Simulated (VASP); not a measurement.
# From one sheet to two: 1T-CaI2 monolayer, part 5 of 8

Aim: relax 1T-CaI2 monolayer, place its levels against the vacuum, then find how two sheets stack and bind.

VASP 6.6.1, plane waves and PAW; the level of theory is named at each step.

So far. Step 6 (The slab in a field, field 0.1): Energy at zero smearing: -60.82561 eV.

## Step 7: With spin-orbit coupling

This step: r2SCAN with rVV10, spin-orbit coupling; plane waves and PAW (Ca_pv, I) (VASP 6.6.1).

For heavy elements spin-orbit coupling shifts the highest filled levels.

File INCAR:

```
SYSTEM = CaI2
PREC = Normal
ENCUT = 350
EDIFF = 1E-06
NELM = 120
ISMEAR = 0
SIGMA = 0.03
LREAL = .FALSE.
ALGO = Normal
METAGGA = R2SCAN
LUSE_VDW = .TRUE.
IVDW_NL = 2
BPARAM = 11.95
CPARAM = 0.0093
LASPH = .TRUE.
LNONCOLLINEAR = .TRUE.
MAGMOM = 0 0 0 0 0 0 0 0 0
NBANDS = 34
GGA_COMPAT = .FALSE.
LSORBIT = .TRUE.
LWAVE = .FALSE.
LCHARG = .FALSE.
KPAR = 4
IDIPOL = 3
LDIPOL = .TRUE.
DIPOL = 0.5 0.5 0.5
```

File POSCAR:

```
CaI2
1.0
    4.4706327046      0.0000000000      0.0000000000
   -2.2353163523      3.8716814932      0.0000000000
    0.0000000000      0.0000000000     22.0000000000
Ca I
1 2
Direct
    0.0000000000      0.0000000000      0.5000000000
    0.3333333333      0.6666666667      0.4188778001
    0.6666666667      0.3333333333      0.5811221999
```

File KPOINTS:

```
Automatic mesh
0
Gamma
9 9 1
0 0 0
```

File KPOINTS_OPT:

```
Line mode
14
Line-mode
Reciprocal
  0.00000000   0.00000000   0.00000000 GAMMA
  0.50000000   0.00000000   0.00000000 M

  0.50000000   0.00000000   0.00000000 M
  0.33333333   0.33333333   0.00000000 K

  0.33333333   0.33333333   0.00000000 K
  0.00000000   0.00000000   0.00000000 GAMMA
```

Potentials, in the order of the species: Ca_pv and I (PBE family, release 64).

Launch:

```console
$ mpirun -np 4 vasp_ncl
```

The log of the run:

```text
[... set-up lines as in an earlier step ...]
 entering main loop
       N       E                     dE             d eps       ncg     rms          rms(c)
Total rVV10 correction in eV:      0.8106849    27.9805997
Total rVV10 correction in eV:      0.8106849    27.9805997
Total rVV10 correction in eV:      0.8106849    27.9805997
Total rVV10 correction in eV:      0.8106849    27.9805997
DAV:   1     0.132486694000E+03    0.13249E+03   -0.60606E+03   934   0.757E+02
DAV:   2    -0.309210882948E+02   -0.16341E+03   -0.15938E+03   998   0.225E+02
DAV:   3    -0.614343588159E+02   -0.30513E+02   -0.30204E+02  1058   0.108E+02
DAV:   4    -0.635260069560E+02   -0.20916E+01   -0.20875E+01  1200   0.336E+01
DAV:   5    -0.635988752651E+02   -0.72868E-01   -0.72789E-01  1456   0.620E+00    0.677E+00
Total rVV10 correction in eV:      0.8184484    27.9819817
Total rVV10 correction in eV:      0.8184484    27.9819817
Total rVV10 correction in eV:      0.8184484    27.9819817
Total rVV10 correction in eV:      0.8184484    27.9819817
DAV:   6    -0.610414796130E+02    0.25574E+01   -0.54405E-01  1068   0.647E+00    0.452E+00
Total rVV10 correction in eV:      0.8261770    27.9825704
Total rVV10 correction in eV:      0.8261770    27.9825704
Total rVV10 correction in eV:      0.8261770    27.9825704
Total rVV10 correction in eV:      0.8261770    27.9825704
DAV:   7    -0.610440461531E+02   -0.25665E-02   -0.87888E-02  1432   0.274E+00    0.284E+00
Total rVV10 correction in eV:      0.8391232    27.9832820
Total rVV10 correction in eV:      0.8391232    27.9832820
Total rVV10 correction in eV:      0.8391232    27.9832820
Total rVV10 correction in eV:      0.8391232    27.9832820
DAV:   8    -0.610489230794E+02   -0.48769E-02   -0.44957E-02  1088   0.154E+00    0.576E-01
Total rVV10 correction in eV:      0.8409727    27.9831925
Total rVV10 correction in eV:      0.8409727    27.9831925
Total rVV10 correction in eV:      0.8409727    27.9831925
Total rVV10 correction in eV:      0.8409727    27.9831925
DAV:   9    -0.610500436695E+02   -0.11206E-02   -0.37379E-03  1456   0.513E-01    0.365E-01
Total rVV10 correction in eV:      0.8417692    27.9831310
Total rVV10 correction in eV:      0.8417692    27.9831310
Total rVV10 correction in eV:      0.8417692    27.9831310
Total rVV10 correction in eV:      0.8417692    27.9831310
DAV:  10    -0.610506344455E+02   -0.59078E-03   -0.25076E-04  1248   0.117E-01    0.234E-01
Total rVV10 correction in eV:      0.8425522    27.9829752
Total rVV10 correction in eV:      0.8425522    27.9829752
Total rVV10 correction in eV:      0.8425522    27.9829752
Total rVV10 correction in eV:      0.8425522    27.9829752
DAV:  11    -0.610512604846E+02   -0.62604E-03   -0.13847E-04  1120   0.801E-02    0.136E-01
Total rVV10 correction in eV:      0.8436329    27.9826391
Total rVV10 correction in eV:      0.8436329    27.9826391
[...]
Total rVV10 correction in eV:      0.8453366    27.9806554
DAV: 119    -0.610546332164E+02   -0.73434E-05   -0.58433E-05   856   0.748E-02    0.923E-03
Total rVV10 correction in eV:      0.8453364    27.9806533
Total rVV10 correction in eV:      0.8453364    27.9806533
Total rVV10 correction in eV:      0.8453364    27.9806533
Total rVV10 correction in eV:      0.8453364    27.9806533
DAV: 120    -0.610546548166E+02   -0.21600E-04   -0.34122E-05   888   0.591E-02
 -----------------------------------------------------------------------------
|                                                                             |
|           W    W    AA    RRRRR   N    N  II  N    N   GGGG   !!!           |
|           W    W   A  A   R    R  NN   N  II  NN   N  G    G  !!!           |
|           W    W  A    A  R    R  N N  N  II  N N  N  G       !!!           |
|           W WW W  AAAAAA  RRRRR   N  N N  II  N  N N  G  GGG   !            |
|           WW  WW  A    A  R   R   N   NN  II  N   NN  G    G                |
|           W    W  A    A  R    R  N    N  II  N    N   GGGG   !!!           |
|                                                                             |
|     The electronic self-consistency was not achieved in the given           |
|     number of steps (NELM). The forces and other quantities evaluated       |
|     might not be reliable so examine the results carefully. If you find     |
|     spurious results, we suggest increasing NELM, if you were close to      |
|     convergence or switching to a different ALGO or adjusting the           |
|     density mixing parameters otherwise.                                    |
|                                                                             |
 -----------------------------------------------------------------------------

Total rVV10 correction in eV:      0.8453498    27.9805856
Total rVV10 correction in eV:      0.8453498    27.9805856
Total rVV10 correction in eV:      0.8453498    27.9805856
Total rVV10 correction in eV:      0.8453498    27.9805856
Total rVV10 correction in eV:      0.8453356    27.9806431
Total rVV10 correction in eV:      0.8453356    27.9806431
Total rVV10 correction in eV:      0.8453356    27.9806431
Total rVV10 correction in eV:      0.8453356    27.9806431
   1 F= -.61054655E+02 E0= -.61054655E+02  d E =-.939805E-15  mag=    -0.0000    -0.0000    -0.0000
 Start KPOINTS_OPT (optional k-point list driver)
k-point batch [1-12\42]
       N       E                     dE             ncg
DAV:   1    -0.104396491028E+04   -0.30678E+04      928
DAV:   2    -0.296178171241E+04   -0.19178E+04     1008
DAV:   3    -0.334467484235E+04   -0.38289E+03     1108
DAV:   4    -0.336903086201E+04   -0.24356E+02     1176
[...]
DAV:   8    -0.336982618954E+04   -0.55026E-04     1496
DAV:   9    -0.336982619124E+04   -0.16996E-05     1136
DAV:  10    -0.336982619136E+04   -0.12543E-06      872
[...]
k-point batch [37-42\42]
       N       E                     dE             ncg
DAV:   1     0.171640678291E+04   -0.78480E+03      490
DAV:   2     0.786904605057E+03   -0.92950E+03      486
DAV:   3     0.585111017685E+03   -0.20179E+03      592
DAV:   4     0.573631894066E+03   -0.11479E+02      576
DAV:   5     0.573138145590E+03   -0.49375E+00      728
DAV:   6     0.573131890140E+03   -0.62554E-02      704
DAV:   7     0.573131442414E+03   -0.44773E-03      680
DAV:   8     0.573131421799E+03   -0.20615E-04      744
DAV:   9     0.573131421114E+03   -0.68538E-06      504
```

Elapsed: 22 min, on 4 MPI ranks of Intel Xeon 6975P-C (Granite Rapids), shared host; peak memory 3.2 GiB.

Parts of OUTCAR (step 7):

```text
 k-point     1 :       0.0000    0.0000    0.0000
  band No.  band energies     occupation
    ...
     18      -4.7910      1.00000
     19      -4.3718      1.00000
     20      -4.3718      1.00000
     21      -4.1076      1.00000
     22      -4.1060      1.00000
     23       0.7111      0.00000
     24       0.7111      0.00000
     25       0.7451      0.00000
     26       0.7452      0.00000
     27       0.7509      0.00000
    ...

  Total        0.0484477      0.0484477     -0.0133613     -0.0000000      0.0000000     -0.0000000
  in kB        0.2038415      0.2038415     -0.0562169     -0.0000000      0.0000000     -0.0000000
  external PRESSURE =       0.1171554 kB  Pullay stress =       0.0000000 kB

 POSITION                                       TOTAL-FORCE (eV/Angst)
 -----------------------------------------------------------------------------------
      0.00000      0.00000     11.00000         0.000000      0.000000      0.000000
     -0.00000      2.58112      9.21531         0.000000      0.000000      0.004849
      2.23532      1.29056     12.78469        -0.000000     -0.000000     -0.004849
 -----------------------------------------------------------------------------------
    total drift:                               -0.000000      0.000000      0.000000

  FREE ENERGIE OF THE ION-ELECTRON SYSTEM (eV)
  ---------------------------------------------------
  free  energy   TOTEN  =       -61.0546548166 eV

  energy  without entropy=      -61.0546548166  energy(sigma->0) =      -61.05465482

 vacuum level on the upper side and lower side of the slab         2.597         2.597

 Spin-Orbit-Coupling matrix elements
 Ion:    1  E_soc:     -0.0051531
 Ion:    2  E_soc:     -0.2310383
 Ion:    3  E_soc:     -0.2310383

[... 8 parts as in an earlier step ...]

[... 11 further parts left out ...]
[key lines of the parts left out:]
E-fermi :  -3.9534
```

The electronic loop did not meet EDIFF within NELM cycles, so this run is left out of the comparison.

## Step 8: A rigid stacking

This step: r2SCAN with rVV10; plane waves and PAW (Ca_pv, I) (VASP 6.6.1).

System of this step: bilayer of 1T-CaI2 monolayer. The cell holds 6 atoms: 2 Ca and 4 I. Its edges and angles: a = 4.471 Å, b = 4.471 Å, c = 27.239 Å, α = 90.0°, β = 90.0°, γ = 120.0°. upper sheet same orientation, shifted by (0.00, 0.00). Vacuum lies along c.

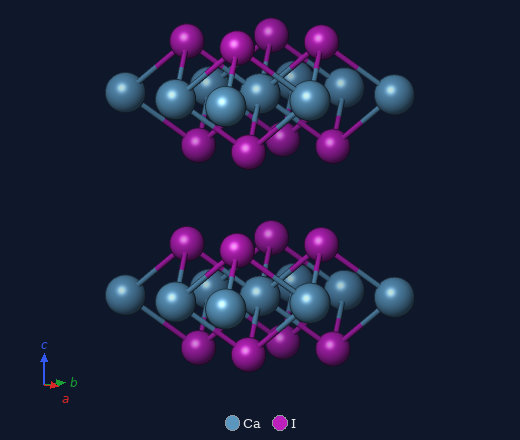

The cell of this step (calcium blue, iodine pink). 2×2×1 cells are drawn. Some periodic images of atoms are drawn too.

Two rigid sheets are set at a typed distance in several high-symmetry stackings, to find where to start. The upper sheet is shifted or turned in the plane and never flipped over.

Changes to INCAR since step 7:

```diff
@@ -3,3 +3,3 @@
 ENCUT = 350
-EDIFF = 1E-06
+EDIFF = 1E-05
 NELM = 120
@@ -15,7 +15,4 @@
 LASPH = .TRUE.
-LNONCOLLINEAR = .TRUE.
-MAGMOM = 0 0 0 0 0 0 0 0 0
-NBANDS = 34
-GGA_COMPAT = .FALSE.
-LSORBIT = .TRUE.
+NBANDS = 28
+LORBIT = 11
 LWAVE = .FALSE.
```

File POSCAR:

```
CaI2
1.0
    4.4706327046      0.0000000000      0.0000000000
   -2.2353163523      3.8716814932      0.0000000000
    0.0000000000      0.0000000000     27.2387535912
Ca I
2 4
Direct
    0.0000000000      0.0000000000      0.3775755900
    0.0000000000      0.0000000000      0.6224244100
    0.3333333300      0.6666666700      0.3120553900
    0.6666666700      0.3333333300      0.4430957800
    0.3333333300      0.6666666700      0.5569042200
    0.6666666700      0.3333333300      0.6879446100
```

KPOINTS is that of step 7.

Launch:

```console
$ mpirun -np 4 vasp_std
```

The log of the run:

```text
[banner, memory and clock lines left out]
running    4 mpi-ranks, on    1 nodes
 distrk:  each k-point on    1 cores,    4 groups
 distr:  one band on    1 cores,    1 groups

 POSCAR found type information on POSCAR CaI
 POSCAR found :  2 types and       6 ions
 [... a notice as in an earlier step ...]

 [... a notice as in an earlier step ...]

 LDA part: xc-table for (None), standard interpolation
 POSCAR, INCAR and KPOINTS ok, starting setup
 FFT: planning ... GRIDC
 FFT: planning ... GRID_SOFT
 FFT: planning ... GRID
 WAVECAR not read
 entering main loop
       N       E                     dE             d eps       ncg     rms          rms(c)
Total rVV10 correction in eV:      1.4520946    55.9611855
Total rVV10 correction in eV:      1.4520946    55.9611855
Total rVV10 correction in eV:      1.4520946    55.9611855
Total rVV10 correction in eV:      1.4520946    55.9611855
DAV:   1     0.305061946338E+03    0.30506E+03   -0.12908E+04   772   0.109E+03
DAV:   2    -0.481310668867E+02   -0.35319E+03   -0.34714E+03   792   0.323E+02
DAV:   3    -0.121844165525E+03   -0.73713E+02   -0.69039E+02   928   0.141E+02
DAV:   4    -0.126701889574E+03   -0.48577E+01   -0.48517E+01   912   0.415E+01
DAV:   5    -0.126895712544E+03   -0.19382E+00   -0.19379E+00  1152   0.897E+00    0.678E+00
Total rVV10 correction in eV:      1.4722295    55.9622726
Total rVV10 correction in eV:      1.4722295    55.9622726
Total rVV10 correction in eV:      1.4722295    55.9622726
Total rVV10 correction in eV:      1.4722295    55.9622726
DAV:   6    -0.121750471314E+03    0.51452E+01   -0.13197E+00   848   0.797E+00    0.484E+00
Total rVV10 correction in eV:      1.5145088    55.9628798
Total rVV10 correction in eV:      1.5145088    55.9628798
Total rVV10 correction in eV:      1.5145088    55.9628798
Total rVV10 correction in eV:      1.5145088    55.9628798
DAV:   7    -0.121766309447E+03   -0.15838E-01   -0.36217E-01  1160   0.436E+00    0.137E+00
Total rVV10 correction in eV:      1.5177460    55.9625947
Total rVV10 correction in eV:      1.5177460    55.9625947
Total rVV10 correction in eV:      1.5177460    55.9625947
Total rVV10 correction in eV:      1.5177460    55.9625947
DAV:   8    -0.121772764787E+03   -0.64553E-02   -0.26463E-02   984   0.815E-01    0.120E+00
Total rVV10 correction in eV:      1.5218148    55.9625653
Total rVV10 correction in eV:      1.5218148    55.9625653
Total rVV10 correction in eV:      1.5218148    55.9625653
Total rVV10 correction in eV:      1.5218148    55.9625653
DAV:   9    -0.121774772213E+03   -0.20074E-02   -0.24723E-03  1144   0.288E-01    0.914E-01
Total rVV10 correction in eV:      1.5303301    55.9622591
Total rVV10 correction in eV:      1.5303301    55.9622591
Total rVV10 correction in eV:      1.5303301    55.9622591
Total rVV10 correction in eV:      1.5303301    55.9622591
DAV:  10    -0.121778087085E+03   -0.33149E-02   -0.24615E-03   816   0.369E-01    0.335E-01
Total rVV10 correction in eV:      1.5341128    55.9621772
Total rVV10 correction in eV:      1.5341128    55.9621772
Total rVV10 correction in eV:      1.5341128    55.9621772
Total rVV10 correction in eV:      1.5341128    55.9621772
DAV:  11    -0.121777897842E+03    0.18924E-03   -0.13899E-03   920   0.208E-01    0.891E-02
Total rVV10 correction in eV:      1.5347219    55.9619787
Total rVV10 correction in eV:      1.5347219    55.9619787
Total rVV10 correction in eV:      1.5347219    55.9619787
Total rVV10 correction in eV:      1.5347219    55.9619787
DAV:  12    -0.121778245807E+03   -0.34796E-03   -0.14714E-04  1184   0.616E-02    0.530E-02
Total rVV10 correction in eV:      1.5358040    55.9616233
Total rVV10 correction in eV:      1.5358040    55.9616233
Total rVV10 correction in eV:      1.5358040    55.9616233
Total rVV10 correction in eV:      1.5358040    55.9616233
DAV:  13    -0.121778851674E+03   -0.60587E-03   -0.20482E-04   816   0.668E-02    0.140E-02
Total rVV10 correction in eV:      1.5361718    55.9614392
Total rVV10 correction in eV:      1.5361718    55.9614392
Total rVV10 correction in eV:      1.5361718    55.9614392
Total rVV10 correction in eV:      1.5361718    55.9614392
DAV:  14    -0.121779090197E+03   -0.23852E-03   -0.30415E-05   772   0.254E-02    0.297E-02
Total rVV10 correction in eV:      1.5364000    55.9611896
Total rVV10 correction in eV:      1.5364000    55.9611896
Total rVV10 correction in eV:      1.5364000    55.9611896
Total rVV10 correction in eV:      1.5364000    55.9611896
DAV:  15    -0.121779490199E+03   -0.40000E-03   -0.63487E-05   712   0.338E-02    0.173E-02
Total rVV10 correction in eV:      1.5363978    55.9611648
Total rVV10 correction in eV:      1.5363978    55.9611648
Total rVV10 correction in eV:      1.5363978    55.9611648
Total rVV10 correction in eV:      1.5363978    55.9611648
DAV:  16    -0.121779584824E+03   -0.94624E-04   -0.64660E-06   684   0.146E-02    0.650E-03
Total rVV10 correction in eV:      1.5363810    55.9611647
Total rVV10 correction in eV:      1.5363810    55.9611647
Total rVV10 correction in eV:      1.5363810    55.9611647
Total rVV10 correction in eV:      1.5363810    55.9611647
DAV:  17    -0.121779611319E+03   -0.26496E-04   -0.10404E-06   496   0.750E-03    0.566E-03
Total rVV10 correction in eV:      1.5363285    55.9611647
Total rVV10 correction in eV:      1.5363285    55.9611647
Total rVV10 correction in eV:      1.5363285    55.9611647
Total rVV10 correction in eV:      1.5363285    55.9611647
DAV:  18    -0.121779671387E+03   -0.60068E-04   -0.85186E-06   612   0.145E-02    0.489E-03
Total rVV10 correction in eV:      1.5363077    55.9611649
Total rVV10 correction in eV:      1.5363077    55.9611649
Total rVV10 correction in eV:      1.5363077    55.9611649
Total rVV10 correction in eV:      1.5363077    55.9611649
DAV:  19    -0.121779677883E+03   -0.64958E-05   -0.12391E-06   516   0.756E-03
Total rVV10 correction in eV:      1.5363045    55.9611683
Total rVV10 correction in eV:      1.5363045    55.9611683
Total rVV10 correction in eV:      1.5363045    55.9611683
Total rVV10 correction in eV:      1.5363045    55.9611683
Total rVV10 correction in eV:      1.5363067    55.9611650
Total rVV10 correction in eV:      1.5363067    55.9611650
Total rVV10 correction in eV:      1.5363067    55.9611650
Total rVV10 correction in eV:      1.5363067    55.9611650
   1 F= -.12177968E+03 E0= -.12177968E+03  d E =-.183552E-12
```

Elapsed: 90 s, on 4 MPI ranks; peak memory 1.8 GiB; 6 min of CPU time.

Parts of OUTCAR (step 8):

```text
   k-points           NKPTS =     12   k-points in BZ     NKDIM =     12   number of bands    NBANDS=     28

   ENCUT  =  350.0 eV  25.72 Ry    5.07 a.u.   6.82  6.82 41.55*2*pi/ulx,y,z

   NELECT =      44.0000    total number of electrons

 E-fermi :  -2.6051

 k-point     1 :       0.0000    0.0000    0.0000
  band No.  band energies     occupation
    ...
     18      -2.9489      2.00000
     19      -2.9489      2.00000
     20      -2.8303      2.00000
     21      -2.8302      2.00000
     22      -2.7877      2.00000
     23       2.2260      0.00000
     24       2.2443      0.00000
     25       2.2845      0.00000
     26       2.2848      0.00000
     27       2.3314      0.00000
    ...

  Total        0.1572501      0.1572501      0.4780913     -0.0000000      0.0000000      0.0000000
  in kB        0.5343743      0.5343743      1.6246716     -0.0000000      0.0000000      0.0000000
  external PRESSURE =       0.8978067 kB  Pullay stress =       0.0000000 kB

 POSITION                                       TOTAL-FORCE (eV/Angst)
 -----------------------------------------------------------------------------------
      0.00000      0.00000     10.28469         0.000000     -0.000000     -0.022808
      0.00000      0.00000     16.95407        -0.000000      0.000000      0.022808
     -0.00000      2.58112      8.50000         0.000000     -0.000000      0.020788
      2.23532      1.29056     12.06938         0.000000     -0.000000     -0.193730
     -0.00000      2.58112     15.16938        -0.000000      0.000000      0.193730
      2.23532      1.29056     18.73875        -0.000000      0.000000     -0.020788
 -----------------------------------------------------------------------------------
    total drift:                                0.000000     -0.000000     -0.000000

  FREE ENERGIE OF THE ION-ELECTRON SYSTEM (eV)
  ---------------------------------------------------
  free  energy   TOTEN  =      -121.7796778833 eV

  energy  without entropy=     -121.7796778833  energy(sigma->0) =     -121.77967788

 vacuum level on the upper side and lower side of the slab         4.020         4.020

[... 3 parts as in an earlier step ...]

[... 13 further parts left out ...]
```

Numbers from this step:

- electronic cycles: 19
- electrons: 44
- free energy (TOTEN): -121.7797 eV
- Fermi energy: -2.605 eV
- dipole moment: 0, 0, 0 e·Å
- gap on the k-mesh: 4.096 eV
- least direct gap on the k-mesh: 4.615 eV

Force by atom:

```csv
atom,x (eV/Å),y (eV/Å),z (eV/Å),size
Ca1,0.000,0.000,-0.023,0.023
Ca2,0.000,0.000,0.023,0.023
I3,0.000,0.000,0.021,0.021
I4,0.000,0.000,-0.194,0.194
I5,0.000,0.000,0.194,0.194
I6,0.000,0.000,-0.021,0.021
```

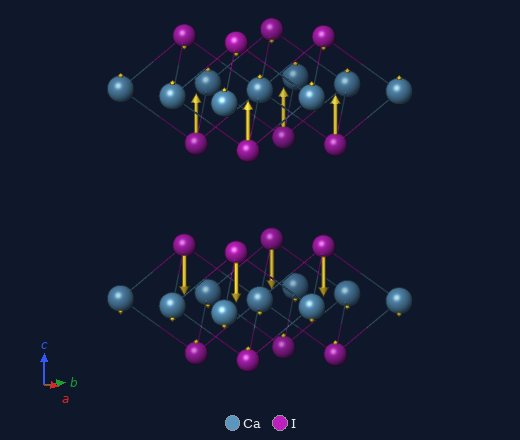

Force as arrows, the longest 0.194 eV/Å. 2×2×1 cells are drawn. Some periodic images of atoms are drawn too.

Energy at zero smearing: -121.77968 eV.

[end of part 5 of 8]

[Lines on the potential files, build, host, timing and source positions are cut from VASP's logs without a mark.]

[Logs are printed without paths, hosts, clocks, repeated set-up lines and the standing remarks that a program may print on its own settings, such as how far it seeks lower states.]

[Hosts, paths, dates, database ids (printed as entryN), source tags and the programs' standing remarks are cut or masked in the printed files.]

[Runs that stopped without an error message from VASP are left out.]
